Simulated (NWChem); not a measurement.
**Si2H4O: single-point calculation**

- system: Si2H4O
- method: MP2/cc-pVDZ, RHF (NWChem 7.3.0)

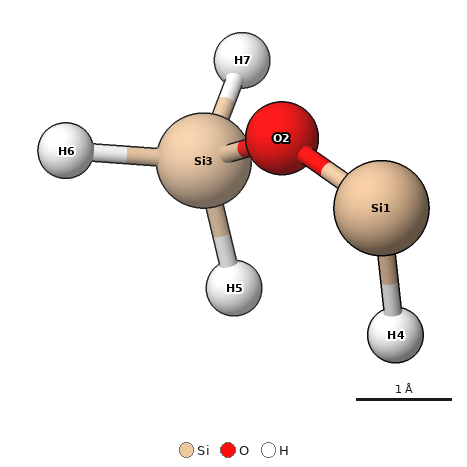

Figure 1. The input geometry (ball-and-stick view, seen at a tilt; atoms are numbered from 1 in the order of the input). Bond lengths as drawn: H–Si 1.48 to 1.55 Å and O–Si 1.65 Å.

### Results in brief

- outcome: converged
- total energy: −655.441551 hartree
- SCF energy: −655.074922 hartree
- correlation energy: −0.366629 hartree
- basis functions: 70
- hardware: 1 thread of Intel Xeon (Granite Rapids), 16 GiB of memory available, shared host
- wall time: 31 s
- peak memory: 0.14 GiB

### Input file
```
echo
start h4osi2
title "H4OSi2 mp2"
memory stack 880 mb heap 220 mb global 1100 mb

geometry units atomic noautosym nocenter noautoz
  Si -3.21378163 -2.76499057 -0.42265615
  O  -0.71386294 -1.50359839  0.92906495
  Si  1.36596963  0.80224543  0.61026815
  H  -3.37894369 -0.94518432 -2.70979167
  H   0.82739769  2.25261023 -1.73261429
  H   1.18361106  2.48221196  2.84638108
  H   3.92957209 -0.32327545  0.47931013
end

basis spherical bse
  Si library cc-pVDZ
  O library cc-pVDZ
  H library cc-pVDZ
end

scf
  thresh 1e-08
  maxiter 80
  print low
end

mp2
  freeze core 11
  tight
end

task mp2 energy
```

Launch command:
```bash
nwchem h4osi2.nw > h4osi2.out
```

### What the program printed
```
============================== echo of input deck ==============================
echo
start h4osi2
title "H4OSi2 mp2"
memory stack 880 mb heap 220 mb global 1100 mb

geometry units atomic noautosym nocenter noautoz
  Si -3.21378163 -2.76499057 -0.42265615
  O  -0.71386294 -1.50359839  0.92906495
  Si  1.36596963  0.80224543  0.61026815
  H  -3.37894369 -0.94518432 -2.70979167
  H   0.82739769  2.25261023 -1.73261429
  H   1.18361106  2.48221196  2.84638108
  H   3.92957209 -0.32327545  0.47931013
end

basis spherical bse
  Si library cc-pVDZ
  O library cc-pVDZ
  H library cc-pVDZ
end

scf
  thresh 1e-08
  maxiter 80
  print low
end

mp2
  freeze core 11
  tight
end

task mp2 energy
================================================================================

             Northwest Computational Chemistry Package (NWChem) 7.3.0
             --------------------------------------------------------

           Job information
           ---------------

    nwchem branch   = 7.3.0
    use scalapack   = T
    input           = h4osi2.nw
    prefix          = h4osi2.
    data base       = ./h4osi2.db
    status          = startup
    nproc           =        1

           Memory information
           ------------------

    heap     =     28835838 doubles =      220.0 Mbytes
    stack    =    115343355 doubles =      880.0 Mbytes
    global   =    144179200 doubles =     1100.0 Mbytes (distinct from heap & stack)
    total    =    288358393 doubles =     2200.0 Mbytes
    verify   = yes
    hardfail = no

           Directory information
           ---------------------

  0 permanent = .
  0 scratch   = .

                                NWChem Input Module
                                -------------------

                                    H4OSi2 mp2
                                    ----------

                             Geometry "geometry" -> ""
                             -------------------------

 Output coordinates in a.u. (scale by  1.000000000 to convert to a.u.)

  No.       Tag          Charge          X              Y              Z
 ---- ---------------- ---------- -------------- -------------- --------------
    1 Si                  14.0000    -3.21378163    -2.76499057    -0.42265615
    2 O                    8.0000    -0.71386294    -1.50359839     0.92906495
    3 Si                  14.0000     1.36596963     0.80224543     0.61026815
    4 H                    1.0000    -3.37894369    -0.94518432    -2.70979167
    5 H                    1.0000     0.82739769     2.25261023    -1.73261429
    6 H                    1.0000     1.18361106     2.48221196     2.84638108
    7 H                    1.0000     3.92957209    -0.32327545     0.47931013

      Atomic Mass
      -----------

      Si                27.976930
      O                 15.994910
      H                  1.007825

 Effective nuclear repulsion energy (a.u.)     140.8530918354

            Nuclear Dipole moment (a.u.)
            ----------------------------
        X                 Y               Z
 ---------------- ---------------- ----------------
   -29.0186343700   -36.0408566600     8.9423728500

            XYZ format geometry
            -------------------
     7
 geometry
 Si                   -1.70066012    -1.46317010    -0.22366002
 O                    -0.37776003    -0.79567006     0.49164003
 Si                    0.72284005     0.42453003     0.32294002
 H                    -1.78806013    -0.50017004    -1.43396010
 H                     0.43784003     1.19203008    -0.91686006
 H                     0.62634004     1.31353010     1.50624011
 H                     2.07944015    -0.17107001     0.25364002

 ==============================================================================
                                internuclear distances
 ------------------------------------------------------------------------------
       center one      |      center two      | atomic units |       a.u.
 ------------------------------------------------------------------------------
    2 O                |   1 Si               |     3.10932  |     3.10932
    3 Si               |   2 O                |     3.12158  |     3.12158
    4 H                |   1 Si               |     2.92745  |     2.92745
    5 H                |   3 Si               |     2.80762  |     2.80762
    6 H                |   3 Si               |     2.80281  |     2.80281
    7 H                |   3 Si               |     2.80286  |     2.80286
 ------------------------------------------------------------------------------
                         number of included internuclear distances:          6
 ==============================================================================

 ==============================================================================
                                 internuclear angles
 ------------------------------------------------------------------------------
        center 1       |       center 2       |       center 3       |  degrees
 ------------------------------------------------------------------------------
    2 O                |   1 Si               |   4 H                |    97.63
    1 Si               |   2 O                |   3 Si               |   142.28
    2 O                |   3 Si               |   5 H                |   109.82
    2 O                |   3 Si               |   6 H                |   108.54
    2 O                |   3 Si               |   7 H                |   108.51
    5 H                |   3 Si               |   6 H                |   110.10
    5 H                |   3 Si               |   7 H                |   110.11
    6 H                |   3 Si               |   7 H                |   109.72
 ------------------------------------------------------------------------------
                            number of included internuclear angles:          8
 ==============================================================================

                      Basis "ao basis" -> "" (spherical)
                      -----
  [basis functions not shown]

 Summary of "ao basis" -> "" (spherical)
 ------------------------------------------------------------------------------
       Tag                 Description            Shells   Functions and Types
 ---------------- ------------------------------  ------  ---------------------
 Si                         cc-pVDZ                  8       18   4s3p1d
 O                          cc-pVDZ                  6       14   3s2p1d
 H                          cc-pVDZ                  3        5   2s1p

                                 NWChem SCF Module
                                 -----------------

                                    H4OSi2 mp2

  ao basis        = "ao basis"
  functions       =    70
  atoms           =     7
  closed shells   =    20
  open shells     =     0
  charge          =   0.00
  wavefunction    = RHF
  input vectors   = atomic
  output vectors  = ./h4osi2.movecs
  use symmetry    = F
  symmetry adapt  = F

 Forming initial guess at       0.0s

 Starting SCF solution at       0.8s

       Final RHF  results
       ------------------

         Total SCF energy =   -655.074921644476
      One-electron energy =  -1188.061907490222
      Two-electron energy =    392.133894010313
 Nuclear repulsion energy =    140.853091835434

        Time for solution =     25.7s

                   NWChem MP2 Semi-direct Energy/Gradient Module
                   ---------------------------------------------

                                    H4OSi2 mp2

  Basis functions       =     70
  Molecular orbitals    =     70
  Frozen core           =     11
  Frozen virtuals       =      0
  Active alpha occupied =      9
  Active beta occupied  =      9
  Active alpha virtual  =     50
  Active beta virtual   =     50
  Use MO symmetry       = F
  Use skeleton AO sym   = F

  AO/Fock/Back tols     =   1.0D-11  1.0D-11  1.0D-11

 GA uses MA = F    GA memory limited = T

 Available:
  local mem=  1.26D+08
 global mem=  1.44D+08
 local disk=  0.00D+00
   1 passes of   9:        3145728                      21471                   3810506.
   1 passes of   9: M    126152190           G      144169400           F     123006462.

 Semi-direct pass number   1 of   1  for RHF alpha+beta  at       26.5s
 Done moints_semi at       29.8s
 Done maket at       29.8s
 Done multipass loop at       29.8s

          -------------------------------------------
          SCF energy                -655.074921644476
          Correlation energy          -0.366629079572
          Singlet pairs               -0.250881055376
          Triplet pairs               -0.115748024195
          Total MP2 energy          -655.441550724047
          -------------------------------------------

          ---------------------------------------------------
                    Spin Component Scaled (SCS) MP2
          Same spin pairs                     -0.077165349464
          Same spin scaling factor             0.333333333333
          Opposite spin pairs                 -0.289463730108
          Opposite spin scaling fact.          1.200000000000
          SCS-MP2 correlation energy          -0.373078259284
          Total SCS-MP2 energy              -655.447999903760
          ---------------------------------------------------

 -----------------------
 Task  times  cpu:       29.8s     wall:       29.8s
 Total times  cpu:       29.8s     wall:       29.8s
```
